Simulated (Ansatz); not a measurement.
**CH3Al (SMILES C[Al]) at CCSDT(Q)/B/3-21G (density fitting with cc-pVTZ-jkfit, start density atoms)**

We compute a structure relaxation of CH3Al. 

The results are computed with Ansatz 0.2.0.

10 further runs of the same task are left out: 1 for a known fault of the program, 1 that didn't finish, 8 set aside as unsound or not needed. Runs told in other sessions of the task aren't counted.

## 1. The system as given

CH3Al has 5 atoms, charge 0, and is taken as a singlet. As SMILES, `C[Al]`. The H4–C1 distance was set to 2.745 Å, away from the relaxed value. At this shape a bond of the SMILES string is far longer than usual. The run starts from this shape.

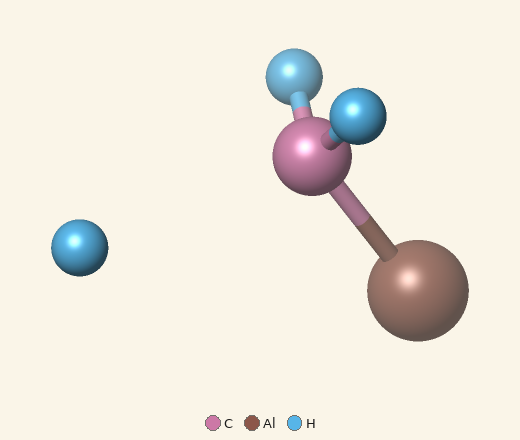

Viewed from a chosen angle; carbon pink, aluminium brown, hydrogen blue.

## 2. A geometry optimisation at CCSDT(Q)/B/3-21G (density fitting with cc-pVTZ-jkfit, start density atoms)

run.yaml

```yaml
crystal:
  periodic: [false, false, false]
  atoms:
    - {symbol: C, position_ang: [-0.020399, -0.218611, -1.581416]}
    - {symbol: Al, position_ang: [1.683511, 0.528139, -2.282646]}
    - {symbol: H, position_ang: [-0.119919, -1.288561, -1.807186]}
    - {symbol: H, position_ang: [-0.205100, 0.049890, 1.144270]}
    - {symbol: H, position_ang: [-0.894809, 0.284739, -2.014686]}
basis:
  gaussian: {orbitals: 3-21G.json, fitting: {mean_field: cc-pVTZ-jkfit}}
correlation: {method: ccsdt_q_b}
accuracy: high
relax: {max_steps: 60}
output: {orbitals: {seedname: orbitals}}
```

The basis set 3-21G is read from a file made from the Basis Set Exchange's data (not shown).

Run with:

```bash
$ ansatz run run.yaml --threads 1 --pin off --max-ram 3480MiB --events-out events.jsonl --progress --plain --runs-dir runs
```

Standard output:

```text
Warning: RAYON_NUM_THREADS=1 ignored (pool sized by the plan → 1); use --threads N
The last accepted step is kept in runs//last_step.txt (removed where the run ends without a failure and the disk answers)
Functional definition: HF
  name "HF"
  exchange = exact_x
  correlation = 0
290 factors; integrals over basis functions are off by at most 2.3e-3 eV
mean field evaluation 1: about -7609.6856 eV, gradient 2.1e1 eV
mean field evaluation 2: about -7610.8226 eV, gradient 1.7e1 eV
mean field evaluation 4: about -7611.7804 eV, gradient 1.5e0 eV
mean field evaluation 8: about -7611.8230 eV, gradient 9.6e-7 eV
mean field evaluation 16: about -7603.4927 eV, gradient 6.9e0 eV
mean field evaluation 32: about -7603.9529 eV, gradient 6.8e0 eV
mean field evaluation 64: about -7607.8725 eV, gradient 4.6e-2 eV
mean field -7611.82300879 eV, -279.7293360941 hartree, gradient 1.4e-8 eV, S^2 0.000000; 3 other end points of the search recorded, 0 dependent functions left out; unrestricted orbitals would lower it
mean field evaluation 96: about -7614.2758 eV, gradient 4.9e0 eV
mean field evaluation 128: about -7611.3787 eV, gradient 1.2e1 eV
unrestricted determinant -7614.63997344 eV, -279.8328576356 hartree, S^2 1.1211
6 core orbitals not correlated: weight in the atoms' cores, before any rotation towards them, 1.000 or more for the frozen orbitals, at most 0.000 for the correlated occupied ones
reference -7611.82300879 eV, -279.7293360941 hartree; 5, 5 occupied and 17, 17 virtual orbitals, 290 factors
second order -4.34322783 eV of doubles, -0.00000000 eV of singles
cycle   1  -4.94658231 eV  change   -7.9e-1 eV  update   1.9e-1
cycle   2  -5.70873290 eV  change   -7.6e-1 eV  update   1.2e-1
cycle   3  -6.55202615 eV  change   -8.4e-1 eV  update   8.2e-2
cycle   4  -6.34924957 eV  change    2.0e-1 eV  update   2.1e-2
cycle   5  -6.42922463 eV  change   -8.0e-2 eV  update   1.5e-2
cycle   6  -6.46914243 eV  change   -4.0e-2 eV  update   8.6e-3
cycle   7  -6.45244537 eV  change    1.7e-2 eV  update   6.9e-3
cycle   8  -6.45204111 eV  change    4.0e-4 eV  update   5.4e-3
cycle   9  -6.46322654 eV  change   -1.1e-2 eV  update   3.5e-3
cycle  10  -6.46336707 eV  change   -1.4e-4 eV  update   1.6e-3
cycle  11  -6.46486166 eV  change   -1.5e-3 eV  update   8.2e-4
cycle  12  -6.46581117 eV  change   -9.5e-4 eV  update   3.9e-4
cycle  13  -6.46622142 eV  change   -4.1e-4 eV  update   1.7e-4
cycle  14  -6.46626104 eV  change   -4.0e-5 eV  update   7.0e-5
cycle  15  -6.46633198 eV  change   -7.1e-5 eV  update   4.4e-5
cycle  16  -6.46632832 eV  change    3.7e-6 eV  update   2.1e-5
cycle  17  -6.46634501 eV  change   -1.7e-5 eV  update   7.6e-6
cycle  18  -6.46634636 eV  change   -1.4e-6 eV  update   3.9e-6
cycle  19  -6.46634848 eV  change   -2.1e-6 eV  update   2.3e-6
cycle  20  -6.46634800 eV  change    4.9e-7 eV  update   1.3e-6
cycle  21  -6.46634635 eV  change    1.6e-6 eV  update   6.5e-7
cycle  22  -6.46634593 eV  change    4.2e-7 eV  update   3.2e-7
cycle  23  -6.46634547 eV  change    4.6e-7 eV  update   2.2e-7
cycle  24  -6.46634567 eV  change   -2.0e-7 eV  update   1.3e-7
cycle  25  -6.46634576 eV  change   -8.7e-8 eV  update   9.9e-8
cycle  26  -6.46634570 eV  change    5.2e-8 eV  update   9.0e-8
cycle  27  -6.46634578 eV  change   -7.6e-8 eV  update   4.6e-8
cycle  28  -6.46634577 eV  change    1.0e-8 eV  update   3.5e-8
cycle  29  -6.46634573 eV  change    3.6e-8 eV  update   1.8e-8
cycle  30  -6.46634571 eV  change    2.2e-8 eV  update   8.3e-9
cycle  31  -6.46634570 eV  change    9.4e-9 eV  update   5.1e-9
cycle  32  -6.46634570 eV  change    2.5e-9 eV  update   3.7e-9
cycle  33  -6.46634570 eV  change    3.8e-9 eV  update   2.7e-9
cycle  34  -6.46634569 eV  change    1.9e-9 eV  update   1.5e-9
cycle  35  -6.46634569 eV  change    1.0e-9 eV  update  7.7e-10
perturbative correction 0.00574247 eV, 0.0002110320 hartree
WARN: these amplitudes may be one of several solutions (largest doubles amplitude 0.51, level shift 0.70 eV)
the calculation of the forces begins
relax step   1: F+E_penalty+E_count = -7618.28361201 eV  Δ(F+E_penalty+E_count) = +0.000e0 eV  max|allowed force component| = 6.084e-1 eV/Å  Δτ_max = 0.0000 Å  (143 SCF iters, accepted)
these checks for a lower state are left out or cut short: starts, cluster_reference, orbital_swaps, neighbouring_geometries, increment
290 factors; integrals over basis functions are off by at most 2.3e-3 eV
mean field -7612.44329060 eV, -279.7521310303 hartree, gradient 8.0e-9 eV, S^2 0.000000; 0 other end points of the search recorded, 0 dependent functions left out; unrestricted orbitals would lower it
6 core orbitals not correlated: weight in the atoms' cores, before any rotation towards them, 1.000 or more for the frozen orbitals, at most 0.000 for the correlated occupied ones
reference -7612.44329060 eV, -279.7521310303 hartree; 5, 5 occupied and 17, 17 virtual orbitals, 290 factors
second order -4.15924906 eV of doubles, -0.00000000 eV of singles
cycle   1  -4.80077849 eV  change   -6.6e-1 eV  update   1.9e-1
cycle   2  -5.44681873 eV  change   -6.5e-1 eV  update   1.2e-1
cycle   3  -6.21711020 eV  change   -7.7e-1 eV  update   7.9e-2
cycle   4  -6.05653950 eV  change    1.6e-1 eV  update   1.8e-2
cycle   5  -6.11867971 eV  change   -6.2e-2 eV  update   1.2e-2
cycle   6  -6.14185669 eV  change   -2.3e-2 eV  update   5.1e-3
cycle   7  -6.13299666 eV  change    8.9e-3 eV  update   3.5e-3
cycle   8  -6.13107334 eV  change    1.9e-3 eV  update   2.8e-3
cycle   9  -6.13476867 eV  change   -3.7e-3 eV  update   2.1e-3
cycle  10  -6.13475574 eV  change    1.3e-5 eV  update   1.2e-3
cycle  11  -6.13538287 eV  change   -6.3e-4 eV  update   5.7e-4
cycle  12  -6.13603601 eV  change   -6.5e-4 eV  update   2.6e-4
cycle  13  -6.13618104 eV  change   -1.5e-4 eV  update   1.1e-4
cycle  14  -6.13623451 eV  change   -5.3e-5 eV  update   4.5e-5
cycle  15  -6.13627200 eV  change   -3.7e-5 eV  update   2.4e-5
cycle  16  -6.13627703 eV  change   -5.0e-6 eV  update   1.1e-5
cycle  17  -6.13628266 eV  change   -5.6e-6 eV  update   4.7e-6
cycle  18  -6.13628200 eV  change    6.6e-7 eV  update   2.0e-6
cycle  19  -6.13628197 eV  change    2.9e-8 eV  update   1.1e-6
cycle  20  -6.13628181 eV  change    1.6e-7 eV  update   6.1e-7
cycle  21  -6.13628147 eV  change    3.4e-7 eV  update   3.3e-7
cycle  22  -6.13628139 eV  change    8.1e-8 eV  update   1.9e-7
cycle  23  -6.13628136 eV  change    2.8e-8 eV  update   1.0e-7
cycle  24  -6.13628133 eV  change    2.6e-8 eV  update   7.2e-8
cycle  25  -6.13628137 eV  change   -3.7e-8 eV  update   5.5e-8
cycle  26  -6.13628139 eV  change   -1.9e-8 eV  update   2.3e-8
cycle  27  -6.13628140 eV  change   -1.5e-8 eV  update   1.2e-8
cycle  28  -6.13628141 eV  change   -3.2e-9 eV  update   5.3e-9
cycle  29  -6.13628140 eV  change    2.9e-9 eV  update   3.4e-9
cycle  30  -6.13628140 eV  change   2.8e-10 eV  update   1.8e-9
cycle  31  -6.13628140 eV  change   6.0e-10 eV  update   1.1e-9
cycle  32  -6.13628140 eV  change   -1.1e-9 eV  update  7.6e-10
cycle  33  -6.13628141 eV  change  -8.7e-10 eV  update  5.2e-10
cycle  34  -6.13628141 eV  change  -8.6e-10 eV  update  3.7e-10
perturbative correction 0.00082380 eV, 0.0000302741 hartree
WARN: these amplitudes may be one of several solutions (largest doubles amplitude 0.43, level shift 0.09 eV)
the calculation of the forces begins
relax step   2: F+E_penalty+E_count = -7618.57874821 eV  Δ(F+E_penalty+E_count) = -2.951e-1 eV  max|allowed force component| = 1.038e0 eV/Å  Δτ_max = 0.1950 Å  (40 SCF iters, accepted)
these checks for a lower state are left out or cut short: starts, cluster_reference, orbital_swaps, neighbouring_geometries, increment
290 factors; integrals over basis functions are off by at most 2.1e-3 eV
mean field -7613.14889716 eV, -279.7780615930 hartree, gradient 1.7e-8 eV, S^2 0.000000; 0 other end points of the search recorded, 0 dependent functions left out; unrestricted orbitals would lower it
6 core orbitals not correlated: weight in the atoms' cores, before any rotation towards them, 1.000 or more for the frozen orbitals, at most 0.000 for the correlated occupied ones
reference -7613.14889716 eV, -279.7780615930 hartree; 5, 5 occupied and 17, 17 virtual orbitals, 290 factors
second order -3.95506709 eV of doubles, -0.00000000 eV of singles
cycle   1  -4.57237505 eV  change   -6.2e-1 eV  update   1.6e-1
cycle   2  -5.16351285 eV  change   -5.9e-1 eV  update   9.5e-2
cycle   3  -5.73671813 eV  change   -5.7e-1 eV  update   6.2e-2
cycle   4  -5.64941179 eV  change    8.7e-2 eV  update   1.4e-2
cycle   5  -5.68936415 eV  change   -4.0e-2 eV  update   7.8e-3
cycle   6  -5.70147423 eV  change   -1.2e-2 eV  update   3.4e-3
cycle   7  -5.69538868 eV  change    6.1e-3 eV  update   2.3e-3
cycle   8  -5.69470348 eV  change    6.9e-4 eV  update   1.7e-3
cycle   9  -5.69802005 eV  change   -3.3e-3 eV  update   1.2e-3
cycle  10  -5.69681992 eV  change    1.2e-3 eV  update   6.4e-4
cycle  11  -5.69748091 eV  change   -6.6e-4 eV  update   2.9e-4
cycle  12  -5.69754093 eV  change   -6.0e-5 eV  update   1.3e-4
cycle  13  -5.69762572 eV  change   -8.5e-5 eV  update   6.1e-5
cycle  14  -5.69765610 eV  change   -3.0e-5 eV  update   2.3e-5
cycle  15  -5.69767007 eV  change   -1.4e-5 eV  update   1.4e-5
cycle  16  -5.69766896 eV  change    1.1e-6 eV  update   6.7e-6
cycle  17  -5.69767050 eV  change   -1.5e-6 eV  update   2.9e-6
cycle  18  -5.69766940 eV  change    1.1e-6 eV  update   1.5e-6
cycle  19  -5.69767021 eV  change   -8.2e-7 eV  update   8.0e-7
cycle  20  -5.69767014 eV  change    7.0e-8 eV  update   4.5e-7
cycle  21  -5.69767004 eV  change    1.0e-7 eV  update   2.5e-7
cycle  22  -5.69766992 eV  change    1.2e-7 eV  update   1.0e-7
cycle  23  -5.69766993 eV  change   -1.2e-8 eV  update   6.3e-8
cycle  24  -5.69766988 eV  change    5.3e-8 eV  update   5.3e-8
cycle  25  -5.69766986 eV  change    2.2e-8 eV  update   2.5e-8
cycle  26  -5.69766985 eV  change    8.5e-9 eV  update   1.2e-8
cycle  27  -5.69766985 eV  change   -3.5e-9 eV  update   4.0e-9
cycle  28  -5.69766985 eV  change  -7.6e-10 eV  update   2.0e-9
cycle  29  -5.69766985 eV  change  -1.7e-10 eV  update   1.1e-9
perturbative correction -0.00172738 eV, -0.0000634802 hartree
the calculation of the forces begins
mean field evaluation 160: about -7613.1489 eV, gradient 1.7e-8 eV
relax step   3: F+E_penalty+E_count = -7618.84829440 eV  Δ(F+E_penalty+E_count) = -2.695e-1 eV  max|allowed force component| = 1.308e0 eV/Å  Δτ_max = 0.1954 Å  (34 SCF iters, accepted)
[... from here on, the SCF cycles and remarks between the steps are left out ...]
relax step   4: F+E_penalty+E_count = -7619.26826251 eV  Δ(F+E_penalty+E_count) = -4.200e-1 eV  max|allowed force component| = 2.022e0 eV/Å  Δτ_max = 0.1929 Å  (34 SCF iters, accepted)
relax step   5: F+E_penalty+E_count = -7619.94204518 eV  Δ(F+E_penalty+E_count) = -6.738e-1 eV  max|allowed force component| = 2.961e0 eV/Å  Δτ_max = 0.1932 Å  (34 SCF iters, accepted)
relax step   6: F+E_penalty+E_count = -7620.92660036 eV  Δ(F+E_penalty+E_count) = -9.846e-1 eV  max|allowed force component| = 3.761e0 eV/Å  Δτ_max = 0.1990 Å  (39 SCF iters, accepted)
relax step   7: F+E_penalty+E_count = -7621.97629968 eV  Δ(F+E_penalty+E_count) = -1.050e0 eV  max|allowed force component| = 3.206e0 eV/Å  Δτ_max = 0.1998 Å  (37 SCF iters, accepted)
relax step   8: F+E_penalty+E_count = -7622.24589385 eV  Δ(F+E_penalty+E_count) = -2.696e-1 eV  max|allowed force component| = 1.427e0 eV/Å  Δτ_max = 0.1224 Å  (44 SCF iters, accepted)
relax step   9: F+E_penalty+E_count = -7622.37719945 eV  Δ(F+E_penalty+E_count) = -1.313e-1 eV  max|allowed force component| = 7.687e-2 eV/Å  Δτ_max = 0.0752 Å  (38 SCF iters, accepted)
relax step  10: F+E_penalty+E_count = -7622.37795202 eV  Δ(F+E_penalty+E_count) = -7.526e-4 eV  max|allowed force component| = 3.216e-2 eV/Å  Δτ_max = 0.0079 Å  (32 SCF iters, accepted)
these checks for a lower state are left out or cut short: starts, cluster_reference, orbital_swaps, neighbouring_geometries, increment
290 factors; integrals over basis functions are off by at most 1.7e-3 eV
mean field -7618.29064710 eV, -279.9670174182 hartree, gradient 2.8e-8 eV, S^2 0.000000; 0 other end points of the search recorded, 0 dependent functions left out
6 core orbitals not correlated: weight in the atoms' cores, before any rotation towards them, 1.000 or more for the frozen orbitals, at most 0.000 for the correlated occupied ones
reference -7618.29064710 eV, -279.9670174182 hartree; 5, 5 occupied and 17, 17 virtual orbitals, 290 factors
second order -3.25946909 eV of doubles, -0.00000000 eV of singles
cycle   1  -3.71096235 eV  change   -4.5e-1 eV  update   7.5e-2
cycle   2  -4.05194335 eV  change   -3.4e-1 eV  update   3.4e-2
cycle   3  -4.09179194 eV  change   -4.0e-2 eV  update   1.2e-2
cycle   4  -4.08433320 eV  change    7.5e-3 eV  update   3.4e-3
cycle   5  -4.08388269 eV  change    4.5e-4 eV  update   1.4e-3
cycle   6  -4.08408761 eV  change   -2.0e-4 eV  update   4.3e-4
cycle   7  -4.08399981 eV  change    8.8e-5 eV  update   1.4e-4
cycle   8  -4.08398314 eV  change    1.7e-5 eV  update   5.3e-5
cycle   9  -4.08398915 eV  change   -6.0e-6 eV  update   1.8e-5
cycle  10  -4.08398001 eV  change    9.1e-6 eV  update   7.4e-6
cycle  11  -4.08398292 eV  change   -2.9e-6 eV  update   2.8e-6
cycle  12  -4.08398187 eV  change    1.1e-6 eV  update   8.9e-7
cycle  13  -4.08398192 eV  change   -5.0e-8 eV  update   3.0e-7
cycle  14  -4.08398191 eV  change    7.4e-9 eV  update   1.0e-7
cycle  15  -4.08398195 eV  change   -3.8e-8 eV  update   3.8e-8
cycle  16  -4.08398197 eV  change   -2.4e-8 eV  update   2.0e-8
cycle  17  -4.08398197 eV  change    6.7e-9 eV  update   2.0e-8
cycle  18  -4.08398197 eV  change   -8.7e-9 eV  update   7.9e-9
cycle  19  -4.08398198 eV  change   -1.5e-9 eV  update   2.9e-9
cycle  20  -4.08398198 eV  change  -1.2e-10 eV  update   1.0e-9
perturbative correction -0.00338099 eV, -0.0001242491 hartree
the calculation of the forces begins
relax step  11: F+E_penalty+E_count = -7622.37801007 eV  Δ(F+E_penalty+E_count) = -5.805e-5 eV  max|allowed force component| = 2.279e-3 eV/Å  Δτ_max = 0.0017 Å  (31 SCF iters, accepted)
290 factors; integrals over basis functions are off by at most 1.7e-3 eV
mean field -7618.29064710 eV, -279.9670174182 hartree, gradient 2.8e-8 eV, S^2 0.000000; 1 other end points of the search recorded, 0 dependent functions left out
6 core orbitals not correlated: weight in the atoms' cores, before any rotation towards them, 1.000 or more for the frozen orbitals, at most 0.000 for the correlated occupied ones
reference -7618.29064710 eV, -279.9670174182 hartree; 5, 5 occupied and 17, 17 virtual orbitals, 290 factors
second order -3.25946909 eV of doubles, -0.00000000 eV of singles
cycle   1  -3.71096235 eV  change   -4.5e-1 eV  update   7.5e-2
cycle   2  -4.05194335 eV  change   -3.4e-1 eV  update   3.4e-2
cycle   3  -4.09179194 eV  change   -4.0e-2 eV  update   1.2e-2
cycle   4  -4.08433320 eV  change    7.5e-3 eV  update   3.4e-3
cycle   5  -4.08388269 eV  change    4.5e-4 eV  update   1.4e-3
cycle   6  -4.08408761 eV  change   -2.0e-4 eV  update   4.3e-4
cycle   7  -4.08399981 eV  change    8.8e-5 eV  update   1.4e-4
cycle   8  -4.08398314 eV  change    1.7e-5 eV  update   5.3e-5
cycle   9  -4.08398915 eV  change   -6.0e-6 eV  update   1.8e-5
cycle  10  -4.08398000 eV  change    9.1e-6 eV  update   7.4e-6
cycle  11  -4.08398292 eV  change   -2.9e-6 eV  update   2.8e-6
cycle  12  -4.08398186 eV  change    1.1e-6 eV  update   8.9e-7
cycle  13  -4.08398191 eV  change   -5.1e-8 eV  update   3.0e-7
cycle  14  -4.08398192 eV  change   -1.6e-8 eV  update   1.0e-7
cycle  15  -4.08398197 eV  change   -4.2e-8 eV  update   4.0e-8
cycle  16  -4.08398197 eV  change   -2.5e-9 eV  update   2.0e-8
cycle  17  -4.08398197 eV  change  -5.5e-10 eV  update   1.9e-8
cycle  18  -4.08398198 eV  change   -6.6e-9 eV  update   6.9e-9
cycle  19  -4.08398198 eV  change   -1.6e-9 eV  update   2.8e-9
cycle  20  -4.08398198 eV  change   4.7e-10 eV  update  8.9e-10
perturbative correction -0.00338099 eV, -0.0001242491 hartree
the calculation of the forces begins
Total energy: -7622.37801007 eV, -280.1172252368 hartree
Atom 0 at    -0.049817    -0.189009    -1.247093 Å, force    -0.002279    -0.001004     0.000902 eV/Å
Atom 1 at     1.689338     0.566144    -2.016213 Å, force     0.000887     0.000384    -0.000399 eV/Å
Atom 2 at    -0.157803    -1.270319    -1.460872 Å, force     0.000510     0.000089    -0.000228 eV/Å
Atom 3 at    -0.098878    -0.068124    -0.147287 Å, force     0.000475     0.000232    -0.000019 eV/Å
Atom 4 at    -0.939556     0.316904    -1.670199 Å, force     0.000407     0.000299    -0.000256 eV/Å
Dipole moment:    -0.103457    -0.044922     0.045752 e Å
```

It took 2.1 min on 1 thread of Arm Neoverse V2, shared host; peak memory 0.28 GiB.

Step by step:

| step | energy from the first frame kept (eV) | largest force (eV/Å) |
| --- | --- | --- |
| 1 | 0.0000 | 0.7308 |
| 2 | -0.2951 | 1.1558 |
| 3 | -0.5647 | 1.3236 |
| 4 | -0.9847 | 2.0418 |
| 5 | -1.6584 | 2.9833 |
| 6 | -2.6430 | 3.7874 |
| 7 | -3.6927 | 3.2293 |
| 8 | -3.9623 | 1.9512 |
| 9 | -4.0936 | 0.0905 |
| 10 | -4.0943 | 0.0377 |
| 11 | -4.0944 | 0.0026 |

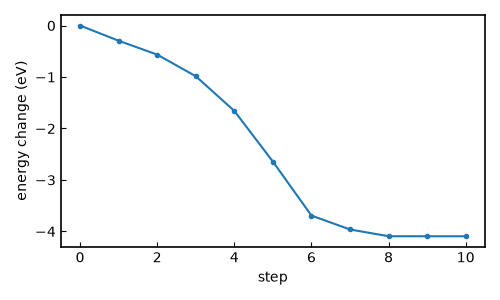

Energy along the run.

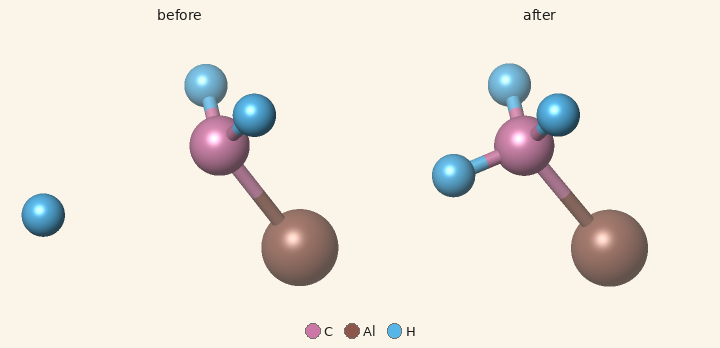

Before and after, at one scale.

After the run. Bond lengths: C1–Al2 2.046 Å, C1–H3 1.108 Å, C1–H4 1.108 Å, C1–H5 1.108 Å. Angles: Al2–C1–H3 111.8°, Al2–C1–H4 111.8°, Al2–C1–H5 111.8°, H3–C1–H4 107.1°, H3–C1–H5 107.1°, H4–C1–H5 107.1°.

## 3. Results

Level: CCSDT(Q)/B/3-21G (density fitting with cc-pVTZ-jkfit, start density atoms), 6 core orbitals frozen.

```
                                   quantity          value
                    total energy at the end  -280.11723 Eh
         dipole moment (correlated density)         0.58 D
        HOMO energy (Hartree–Fock orbitals)       -7.49 eV
        LUMO energy (Hartree–Fock orbitals)        1.29 eV
      HOMO–LUMO gap (Hartree–Fock orbitals)        8.79 eV
correlation energy (6 core orbitals frozen)     -150.2 mEh
                              T1 diagnostic          0.012
```

**Reading.** At the final geometry: Bond lengths: C1–Al2 2.046 Å, C1–H3 1.108 Å, C1–H4 1.108 Å, C1–H5 1.108 Å. Angles: Al2–C1–H3 111.8°, Al2–C1–H4 111.8°, Al2–C1–H5 111.8°, H3–C1–H4 107.1°, H3–C1–H5 107.1°, H4–C1–H5 107.1°. The optimisation took 10 steps and changed the energy by -4.094 eV. Bonds broke or formed on the way.
